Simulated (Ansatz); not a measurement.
# Dielectric response of GaN (10-10) films, part 4 of 5

Aim: the electronic and static ε of wurtzite GaN (10-10) from films of three thicknesses in a field.

Ansatz 0.2.0; plane-wave DFT, PBE, Ansatz PAW (the session's first sound run).

So far, ionisation energy, upper face (eV): step 2 (relaxation, 12 atoms, units 3) 5.67; step 3 (single point on the relaxed film, 12 atoms, units 3) 5.67; step 10 (relaxing the film, 16 atoms, units 4) 5.66; step 11 (the relaxed film, single point, 16 atoms, units 4) 5.66; step 15 (relaxing the film, 24 atoms, units 6) 5.68.

## Step 17: The relaxed film, single point, 24 atoms, units 6

The next thickness, treated alike, so that differences show the interior and the faces cancel.

The input, input.yaml:

```yaml
crystal:
  lattice:
    - [3.19, 0.0, 0.0]
    - [0.0, 5.19, 0.0]
    - [0.0, 0.0, 32.7339788697]
  atoms:
    - { symbol: Ga, position: [0.0, 0.0294636361, 0.2798187718] }
    - { symbol: "N", position: [0.0, 0.3771084317, 0.2713645363] }
    - { symbol: Ga, position: [0.5, 0.4935717487, 0.2970192602] }
    - { symbol: "N", position: [0.5, 0.8705571763, 0.2999210353] }
    - { symbol: Ga, position: [0.5, 0.000977767, 0.3585900135] }
    - { symbol: "N", position: [0.5, 0.3766424317, 0.3568382634] }
    - { symbol: Ga, position: [0.0, 0.49480698, 0.3853078973] }
    - { symbol: "N", position: [0.0, 0.8742127414, 0.3861281368] }
    - { symbol: Ga, position: [0.0, -0.0023057332, 0.443154445] }
    - { symbol: "N", position: [0.0, 0.3753116308, 0.4426444105] }
    - { symbol: Ga, position: [0.5, 0.4967085967, 0.4713561736] }
    - { symbol: "N", position: [0.5, 0.8749445608, 0.4717196449] }
    - { symbol: Ga, position: [0.5, -0.0032914018, 0.5286438275] }
    - { symbol: "N", position: [0.5, 0.3749445622, 0.5282803565] }
    - { symbol: Ga, position: [0.0, 0.4976942705, 0.556845556] }
    - { symbol: "N", position: [0.0, 0.8753116342, 0.5573555908] }
    - { symbol: Ga, position: [0.0, -0.0051930112, 0.6146921036] }
    - { symbol: "N", position: [0.0, 0.3742127486, 0.613871863] }
    - { symbol: Ga, position: [0.5, 0.500977776, 0.6414099859] }
    - { symbol: "N", position: [0.5, 0.8766424383, 0.6431617359] }
    - { symbol: Ga, position: [0.5, -0.0064282452, 0.7029807389] }
    - { symbol: "N", position: [0.5, 0.3705571817, 0.700078963] }
    - { symbol: Ga, position: [0.0, 0.5294636404, 0.7201812279] }
    - { symbol: "N", position: [0.0, 0.8771084384, 0.7286354624] }
kpoints:
  mp_grid: { grid: [8, 6, 1] }
hamiltonian:
  xc: pbe
scf:
  occupations: { method: fixed }
  convergence: { dr2_threshold: 1.0e-09 }
efield:
  axis: 3
  dipole_correction: true
  ramp_position: 0.97
  ramp_width: 0.06
output:
  eigenvalues: true
  dos: { projected: true, e_range: [-7, 7] }
  write_potential: true
  write_density: true
  volumetric_format: npy
checkpoint:
  write: end6.run
  compress: false
  write_wavefunctions: false
```

Command:

```console
ansatz run input.yaml --threads 4 --pin off --max-ram 12288MiB --backend cpu --events-out ev --progress --plain --runs-dir out
```

Numbers of over 12 decimals in the logs are rounded to 6 here.

What it wrote:

```text
[...]
Crystal: 24 atoms, lattice volume = 541.947 Å³
Basis set: ecut = 420 eV, 10611 PW (Γ)
Bands: 132, of which v1, the nominal top of the filled ones, is band 108 counted from 1 (107 counted from 0)
Symmetry: 2 space group operations
k-points: 20 of 48 (time reversal used)
[...]
k-point 0: bands = [... 104 lower, 2.0119, 2.0441, 2.0962, 2.1363, 3.6638, 4.0683, 5.0170, 5.8753, ... 20 higher]
  k-point 1: bands = [... 104 lower, 1.9286, 1.9600, 2.0048, 2.0536, 4.2413, 4.4313, 5.2732, 5.9616, ... 20 higher]
  k-point 2: bands = [... 104 lower, 1.7912, 1.8503, 1.9330, 1.9727, 4.9058, 4.9522, 5.9055, 6.1809, ... 20 higher]
  k-point 19: bands = [... 104 lower, 0.4827, 0.4827, 1.7040, 1.7040, 5.3671, 5.3671, 6.5711, 6.5711, ... 20 higher]
[key lines of the parts left out:]
SCF converged after 11 iterations
Free energy (F): -50011.630439 eV
Fermi energy:    2.136271 eV
Dipole field:    D = 0.000000 V/Å  (p = 0.000000 e·Å, saw-weighted, corrected)
Work function:   Φ+ = 5.6817 eV   Φ− = 5.6817 eV
```

Elapsed: 88 s, on 4 threads of Arm Neoverse V1, shared host; peak memory 2.5 GiB; 5.8 min of CPU time.

Running mean over 2.763 Å of the planar mean; the ramp of the sawtooth is left out. Table of electron's electrostatic potential energy less the highest filled level by z:

| z (Å) | electron's electrostatic potential energy less the highest filled level (eV) |
| --- | --- |
| 4 | 5.68 |
| 6 | 5.65 |
| 8 | 0.868 |
| 10 | -4.62 |
| 12 | -4.40 |
| 14 | -4.33 |
| 16 | -4.34 |
| 18 | -4.43 |
| 20 | -4.42 |
| 22 | -4.55 |
| 24 | -2.82 |
| 26 | 5.40 |
| 28 | 5.68 |

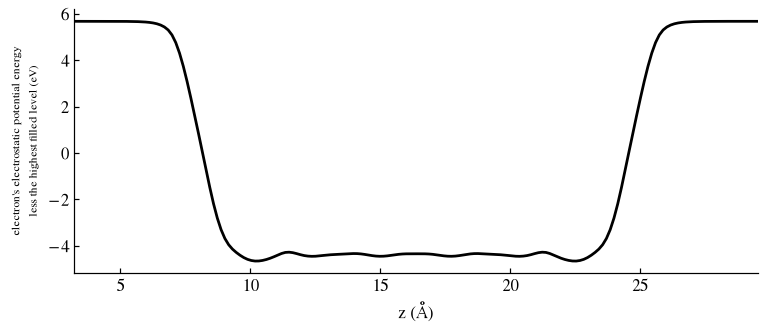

Electron's electrostatic potential energy less the highest filled level, plotted against z.

The gap is 1.53 eV, with the valence edge 5.68 eV and the conduction edge 4.15 eV under the upper vacuum level.

## Step 18: Atoms held, 24 atoms, units 6, field 0.1 V/Å

Changes to input.yaml since step 17:

```diff
@@ -36,3 +36,3 @@
   occupations: { method: fixed }
-  convergence: { dr2_threshold: 1.0e-09 }
+  convergence: { dr2_threshold: 1.0e-10 }
 efield:
@@ -42,5 +42,4 @@
   ramp_width: 0.06
+  amplitude: 0.1
 output:
-  eigenvalues: true
-  dos: { projected: true, e_range: [-7, 7] }
   write_potential: true
@@ -48,5 +47 @@
   volumetric_format: npy
-checkpoint:
-  write: end6.run
-  compress: false
-  write_wavefunctions: false
```

What it wrote:

```text
[...]
Crystal: 24 atoms, lattice volume = 541.947 Å³
Basis set: ecut = 420 eV, 10611 PW (Γ)
Bands: 132, of which v1, the nominal top of the filled ones, is band 108 counted from 1 (107 counted from 0)
Symmetry: 2 space group operations
k-points: 20 of 48 (time reversal used)
[...]
k-point 0: bands = [... 104 lower, 1.9572, 2.0316, 2.1128, 2.2113, 3.6439, 4.0834, 5.0160, 5.8730, ... 20 higher]
  k-point 1: bands = [... 104 lower, 1.8568, 1.9457, 2.0401, 2.1237, 4.1955, 4.4723, 5.2713, 5.9584, ... 20 higher]
  k-point 2: bands = [... 104 lower, 1.7353, 1.8516, 1.9164, 2.0560, 4.8018, 5.0531, 5.8978, 6.1582, ... 20 higher]
  k-point 19: bands = [... 104 lower, 0.5447, 0.5491, 1.5850, 1.8224, 5.2514, 5.4810, 6.5518, 6.5769, ... 20 higher]
[key lines of the parts left out:]
SCF converged after 15 iterations
Free energy (F): -50011.637105 eV
Fermi energy:    2.211298 eV
Dipole field:    D = 0.044520 V/Å  (p = 0.133336 e·Å, saw-weighted, corrected)
```

Wall time 1.7 min (4 threads); peak memory 2.5 GiB.

The dipole is 0.133 e·Å, and the gap on the mesh 1.433 eV.

## Step 19: Single point, 24 atoms, units 6, field -0.1 V/Å

Changes to input.yaml since step 18:

```diff
@@ -42,3 +42,3 @@
   ramp_width: 0.06
-  amplitude: 0.1
+  amplitude: -0.1
 output:
```

What it wrote:

```text
[...]
Crystal: 24 atoms, lattice volume = 541.947 Å³
Basis set: ecut = 420 eV, 10611 PW (Γ)
Bands: 132, of which v1, the nominal top of the filled ones, is band 108 counted from 1 (107 counted from 0)
Symmetry: 2 space group operations
k-points: 20 of 48 (time reversal used)
[...]
k-point 0: bands = [... 104 lower, 1.9572, 2.0316, 2.1128, 2.2113, 3.6439, 4.0834, 5.0160, 5.8730, ... 20 higher]
  k-point 1: bands = [... 104 lower, 1.8568, 1.9457, 2.0401, 2.1237, 4.1955, 4.4723, 5.2713, 5.9584, ... 20 higher]
  k-point 2: bands = [... 104 lower, 1.7353, 1.8516, 1.9164, 2.0560, 4.8018, 5.0531, 5.8978, 6.1582, ... 20 higher]
  k-point 19: bands = [... 104 lower, 0.5447, 0.5491, 1.5850, 1.8224, 5.2514, 5.4810, 6.5518, 6.5769, ... 20 higher]
[key lines of the parts left out:]
SCF converged after 15 iterations
Free energy (F): -50011.637105 eV
Fermi energy:    2.211299 eV
Dipole field:    D = -0.044520 V/Å  (p = -0.133336 e·Å, saw-weighted, corrected)
```

Elapsed: 1.7 min, on 4 threads; peak memory 2.5 GiB.

The dipole is -0.133 e·Å, and the gap on the mesh 1.433 eV.

## Step 20: Response with the atoms held, 24 atoms, units 6

This step: plane-wave DFT, PBE, Ansatz PAW; response to a field along the normal, atoms held (Ansatz 0.2.0).

Local field over the applied field, running mean. From the potentials at -0.1 and 0.1 V/Å; running mean over 2.763 Å, taken twice. Table of local field over applied field by z:

| z (Å) | local field over applied field |
| --- | --- |
| 5.0 | 0.985 |
| 7.5 | 0.642 |
| 10.0 | 0.173 |
| 12.5 | 0.159 |
| 15.0 | 0.165 |
| 17.5 | 0.166 |
| 20.0 | 0.160 |
| 22.5 | 0.162 |
| 25.0 | 0.582 |
| 27.5 | 0.978 |

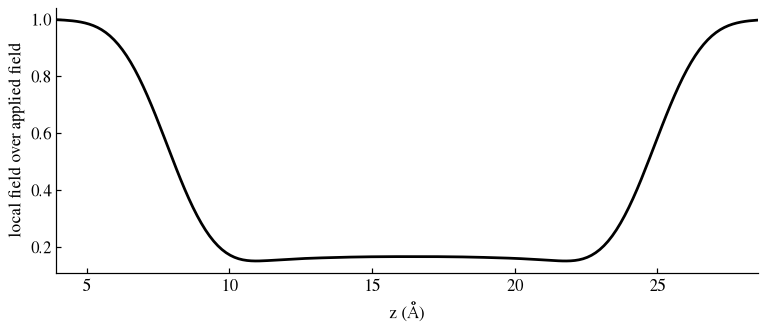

Local field over applied field, plotted against z.

The induced dipole is that of a conductor 14.57 Å thick.

## Step 21: Relaxing in the field, 24 atoms, units 6, field 0.05 V/Å

This step: plane-wave DFT, PBE, Ansatz PAW (Ansatz 0.2.0).

The same pair of relaxations in the field for this thickness.

Changes to input.yaml since step 19:

```diff
@@ -42,3 +42,6 @@
   ramp_width: 0.06
-  amplitude: -0.1
+  amplitude: 0.05
+relax:
+  f_tol: 0.0006
+  max_steps: 70
 output:
```

What it wrote:

```text
[...]
Crystal: 24 atoms, lattice volume = 541.947 Å³
Basis set: ecut = 420 eV, 10611 PW (Γ), exchange–correlation on 48×72×450 points (8 copies of the dense FFT grid, shifted against one another)
Bands: 132, of which v1, the nominal top of the filled ones, is band 108 counted from 1 (107 counted from 0)
Symmetry: 2 space group operations
k-points: 20 of 48 (time reversal used)
[...]
- { symbol: Ga, position: [0.0, -0.00529011, 0.614706] }
    - { symbol: N, position: [0.0, 0.374114, 0.613867] }
    - { symbol: Ga, position: [0.5, 0.500852, 0.641440] }
    - { symbol: N, position: [0.5, 0.876511, 0.643137] }
    - { symbol: Ga, position: [0.5, -0.0065644, 0.702988] }
    - { symbol: N, position: [0.5, 0.370414, 0.700078] }
    - { symbol: Ga, position: [0.0, 0.529231, 0.720229] }
    - { symbol: N, position: [0.0, 0.876909, 0.728581] }
[key lines of the parts left out:]
SCF converged after 6 iterations
Free energy (F): -50011.632312 eV
Fermi energy:    2.146174 eV
Dipole field:    D = 0.024318 V/Å  (p = 0.072832 e·Å, saw-weighted, corrected)
```

Wall time 3.6 min (4 threads); peak memory 2 GiB.

Hardly anything moved in the relaxation; the energy changed by under 0.2 meV an atom.

The relaxation took 4 steps and lowered the energy by 1.5e-4 eV; the largest force on the free atoms ends at 4.2e-4 eV/Å.

The dipole is 0.0728 e·Å, and the gap on the mesh 1.516 eV.

## Step 22: Field on, atoms free, 24 atoms, units 6, field -0.05 V/Å

The opposite sign, again from the field-free geometry; the difference of the two cancels what relaxes without a field.

Changes to input.yaml since step 21:

```diff
@@ -42,3 +42,3 @@
   ramp_width: 0.06
-  amplitude: 0.05
+  amplitude: -0.05
 relax:
```

What it wrote:

```text
[...]
Crystal: 24 atoms, lattice volume = 541.947 Å³
Basis set: ecut = 420 eV, 10611 PW (Γ), exchange–correlation on 48×72×450 points (8 copies of the dense FFT grid, shifted against one another)
Bands: 132, of which v1, the nominal top of the filled ones, is band 108 counted from 1 (107 counted from 0)
Symmetry: 2 space group operations
k-points: 20 of 48 (time reversal used)
[...]
- { symbol: Ga, position: [0.0, -0.00511975, 0.614685] }
    - { symbol: N, position: [0.0, 0.374280, 0.613882] }
    - { symbol: Ga, position: [0.5, 0.501080, 0.641381] }
    - { symbol: N, position: [0.5, 0.876746, 0.643195] }
    - { symbol: Ga, position: [0.5, -0.00626449, 0.702979] }
    - { symbol: N, position: [0.5, 0.370725, 0.700083] }
    - { symbol: Ga, position: [0.0, 0.529741, 0.720138] }
    - { symbol: N, position: [0.0, 0.877341, 0.728693] }
[key lines of the parts left out:]
SCF converged after 6 iterations
Free energy (F): -50011.632312 eV
Fermi energy:    2.146174 eV
Dipole field:    D = -0.024318 V/Å  (p = -0.072832 e·Å, saw-weighted, corrected)
```

Wall time 3.6 min (4 threads); peak memory 2 GiB.

Hardly anything moved in the relaxation; the energy changed by under 0.2 meV an atom.

The relaxation took 4 steps and lowered the energy by 1.5e-4 eV; the largest force on the free atoms ends at 4.2e-4 eV/Å.

The dipole is -0.0728 e·Å, and the gap on the mesh 1.516 eV.

## Step 23: Response with the atoms relaxed, 24 atoms, units 6

This step: plane-wave DFT, PBE, Ansatz PAW; response to a field along the normal, atoms relaxed (Ansatz 0.2.0).

This step gave:

* equivalent conductor thickness p/(ε₀AE): 15.92 Å
* inner field over outer field: 0.09342
* local ε in the middle: 10.70

Local field over the applied field, running mean. From the potentials at -0.05 and 0.05 V/Å; running mean over 2.763 Å, taken twice. The local field over applied field by z:

| z (Å) | local field over applied field |
| --- | --- |
| 4 | 0.998 |
| 5 | 0.986 |
| 6 | 0.911 |
| 7 | 0.742 |
| 8 | 0.453 |
| 9 | 0.217 |
| 10 | 0.0844 |
| 11 | 0.0735 |
| 12 | 0.0841 |
| 13 | 0.0917 |
| 14 | 0.0920 |
| 15 | 0.0940 |
| 16 | 0.0931 |
| 17 | 0.0931 |
| 18 | 0.0933 |
| 19 | 0.0921 |
| 20 | 0.0927 |
| 21 | 0.0783 |
| 22 | 0.0754 |
| 23 | 0.0959 |
| 24 | 0.275 |
| 25 | 0.531 |
| 26 | 0.804 |
| 27 | 0.942 |
| 28 | 0.992 |

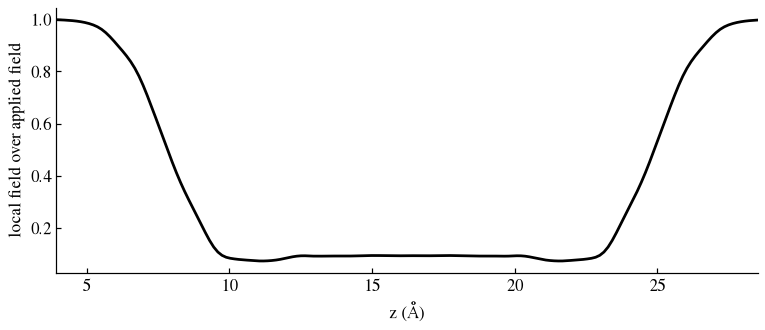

Local field over applied field against z.

The induced dipole is that of a conductor 15.92 Å thick.

## Step 24: Electronic ε from the series

This step: plane-wave DFT, PBE, Ansatz PAW; permittivity from the thickness series, atoms held (Ansatz 0.2.0).

Each added layer adds t(1 − 1/ε) to the dipole term, so the slope against thickness gives ε without a choice of where the film ends.

Numbers from this step:

```yaml
slope: 0.8316
intercept_of_the_fit: 2.127 Å
eps_of_the_interior: 5.939
```

The equivalent conductor thickness by distance between the outer atoms:

| distance between the outer atoms (Å) | equivalent conductor thickness (Å) |
| --- | --- |
| 6.56 | 7.58 |
| 9.36 | 9.92 |
| 14.97 | 14.6 |

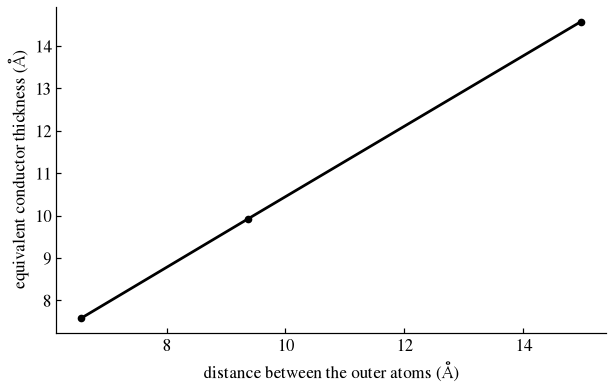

Equivalent conductor thickness against distance between the outer atoms.

By hand, from the thinnest and the thickest film: slope = (14.573 − 7.580) / (14.968 − 6.562) = 0.832, so ε = 1/(1 − 0.832) = 5.95.

## Step 25: Static ε from the series

This step: plane-wave DFT, PBE, Ansatz PAW; permittivity from the thickness series, atoms relaxed (Ansatz 0.2.0).

The same fit for the relaxed films. The nearer its slope lies to 1, the more ε hangs on small errors.

This step gave:

```yaml
slope: 0.9102
intercept_of_the_fit: 2.297 Å
eps_of_the_interior: 11.13
```

Equivalent conductor thickness against distance between the outer atoms:

| distance between the outer atoms (Å) | equivalent conductor thickness (Å) |
| --- | --- |
| 6.56 | 8.27 |
| 14.97 | 15.9 |

By hand, from the thinnest and the thickest film: slope = (15.920 − 8.269) / (14.968 − 6.562) = 0.910, so ε = 1/(1 − 0.910) = 11.1. One nm of such a film has the capacitance of 3.9/11.1 = 0.35 nm of SiO₂ (its equivalent oxide thickness).

## Step 26: The bulk crystal

This step: plane-wave DFT, PBE, Ansatz PAW (Ansatz 0.2.0).

System of this step: wurtzite GaN. It takes space group P6_3mc (No. 186, hexagonal). The conventional cell has a = 3.190 Å, b = 3.190 Å, c = 5.190 Å, α = 90.00°, β = 90.00°, γ = 120.00°. Nearest to Ga lie 4 N at 1.95 to 1.96 Å. Nearest to N lie 4 Ga at 1.95 to 1.96 Å. Farther neighbours and most contacts between anions are not listed.

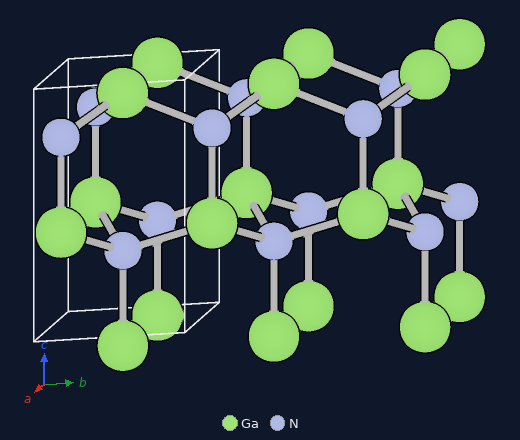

The cell of this step (gallium green, nitrogen light blue). 2×3×1 cells are drawn. Some periodic images of atoms are drawn too.

Band edges are better read in the bulk than in a thin slab, where confinement and surface states shift them. The bulk run gives them against its mean potential.

The input, input.yaml:

```yaml
crystal:
  lattice:
    - [3.19, 0.0, 0.0]
    - [-1.595, 2.7626210381, 0.0]
    - [0.0, 0.0, 5.19]
  atoms:
    - { symbol: Ga, position: [0.3333333333, 0.6666666667, 0.0] }
    - { symbol: Ga, position: [0.6666666667, 0.3333333333, 0.5] }
    - { symbol: "N", position: [0.3333333333, 0.6666666667, 0.377] }
    - { symbol: "N", position: [0.6666666667, 0.3333333333, 0.877] }
kpoints:
  mp_grid: { grid: [10, 10, 6] }
  band_path: { path: [VBM, CBM], npoints: 1 }
hamiltonian:
  xc: pbe
scf:
  occupations: { method: fixed }
  convergence: { dr2_threshold: 1.0e-09 }
output:
  eigenvalues: true
checkpoint:
  write: bulk.run
  compress: false
  write_wavefunctions: false
```

What it wrote:

```text
[...]
Crystal: 4 atoms, lattice volume = 45.738 Å³
Basis set: ecut = 420 eV, 917 PW (Γ)
Bands: 22, of which v1, the nominal top of the filled ones, is band 18 counted from 1 (17 counted from 0)
Symmetry: 12 space group operations
[...]
k-points: 56 of 600 (time reversal used)
[...]
SCF iter   1: F=—  HF=-8335.816452 eV  |F-HF|=—  |Δ(HF+E_count)|=         —  Δρ=8.47e-4  dr2=1.94e-4  ethr=1.77e-3  ⟨swp⟩=4.2  Hψ=4318  notcnv=0  defer=55
[...]
SCF iter   7: F=-8335.817181 eV  HF=-8335.817181 eV  |F-HF|=4.24e-10  |Δ(HF+E_count)|=   5.76e-9  Δρ=1.65e-6  dr2=8.89e-10  ethr=2.78e-12  ⟨swp⟩=2.5  Hψ=4423  notcnv=0
SCF 1 converged in 7 iterations: F = -8335.817181 eV  dr2 = 8.89e-10
[...]
SCF converged after 7 iterations
Free energy (F): -8335.817181 eV
[...]
Internal energy: -8335.817181 eV  (E = F + TS)
E sigma→0 (E₀):  -8335.817181 eV
Fermi energy:    9.676140 eV
[...]
--- Band table (eV; the first three rows and the last of 56) ---
  k-point 0: bands = [... 14 lower, 8.6430, 9.6451, 9.6761, 9.6761, 11.5770, 13.9121, 18.8704, 19.5637]
  k-point 1: bands = [... 14 lower, 8.7094, 8.8337, 9.6038, 9.6038, 12.2625, 13.9676, 18.6769, 19.5957]
  k-point 2: bands = [... 14 lower, 8.8922, 8.8922, 9.4084, 9.4084, 13.2583, 14.0578, 18.2758, 18.7119]
  k-point 55: bands = [... 14 lower, 5.6602, 5.6602, 8.1880, 8.1880, 15.8952, 15.8952, 17.2352, 17.2352]
```

Run time: 2.7 s. Hardware: 4 threads; peak memory 0.37 GiB; 9.7 s of CPU time.

This step gave:

```yaml
gap_on_the_k_mesh: 1.901 eV
gap_along_the_path: 1.901 eV
smallest_direct_gap_along_the_path: 1.901 eV
gap_the_smaller_of_path_and_mesh: 1.901 eV
```

The gap is 1.90 eV.

## Step 27: Band edges against the vacuum, levels PBE

This step: plane-wave DFT, PBE, Ansatz PAW; band edges against the vacuum, bulk levels by PBE (Ansatz 0.2.0).

System of this step: GaN (10-10), 6 units. The cell holds 24 atoms: 12 Ga and 12 N. Its edges and angles: a = 3.190 Å, b = 5.190 Å, c = 32.734 Å, α = 90.0°, β = 90.0°, γ = 90.0°. It derives from GaN (wurtzite GaN). Vacuum lies along c.

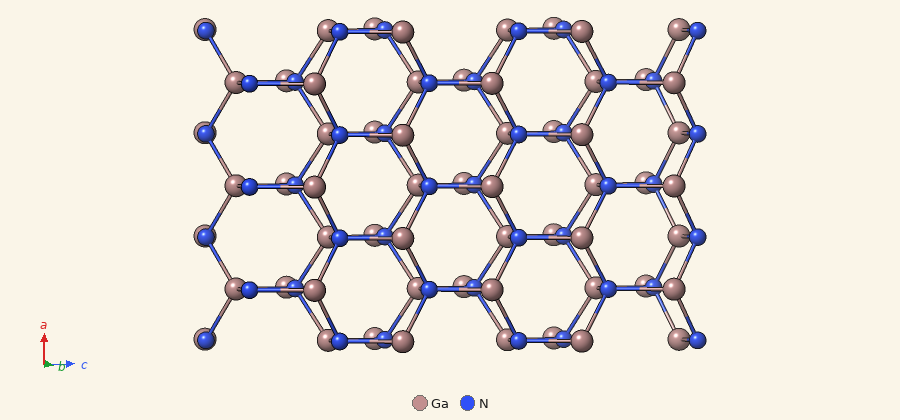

The cell of this step (gallium pink, nitrogen blue). 3×1×1 cells are drawn. Some periodic images of atoms are drawn too.

The averaged potential in the middle of the thickest slab ties the bulk's levels to the vacuum level.

The input, align.yaml:

```yaml
surface:
  bulk: { run: bulk.run }
  slab: { run: end6.run, axis: 3 }
  face: plus
  period: 2.76262
```

Command:

```console
ansatz align-bands align.yaml -- --threads 4 --pin off
```

What it wrote:

```text
plus face
ionisation energy 5.671 eV
electron affinity 3.770 eV
  bulk: levels by pbe on the potential of pbe; from 14.99 to 17.75 Å its average varies by 0.1082 eV and climbs by +0.0000; the bulk's density to 1.38 % (its layers are strained against the bulk's: take a thicker slab or side, or run the bulk at their strain)
  vacuum: slopes by 0.0000 eV/Å; line-up 10.0655 eV
  the slab's own level stands -0.011 eV from the bulk's
  of the slab's run: its band edges are its mesh's, and a band can turn off it. A run with kpoints.band_path: { path: [VBM, CBM], npoints: 1 } finds the zone's; the potential's macroscopic average varies by 0.1082 eV from 14.986 to 17.748 Å, more than 0.03 eV: the crystal is too thin there to have an interior, or the window reaches out of it, or the period is not the layers'
```

The job ended after 0.07 s (4 threads).

Numbers from this step:

```
ionisation energy : 5.671 eV
electron affinity : 3.770 eV
slab level shift  : -0.01082 eV
```

Check by hand: ionisation energy less affinity, 5.67 − (3.77) = 1.90 eV, is the bulk gap at this level.

The program warns that the averaged potential varies by 0.11 eV in the slab's middle, which these edges carry as an error.

(Continued in part 5 of 5.)

[Logs are printed without paths, hosts, clocks, repeated set-up lines and the standing remarks that a program may print on its own settings, such as how far it seeks lower states.]

[Hosts, paths, dates, database ids (printed as entryN), source tags and the programs' standing remarks are cut or masked in the printed files.]

[Maps of the electrostatic potential energy from Ansatz leave out the sawtooth potential of an applied field or a dipole correction, so their vacuum need not be flat; planar profiles and work functions include it.]
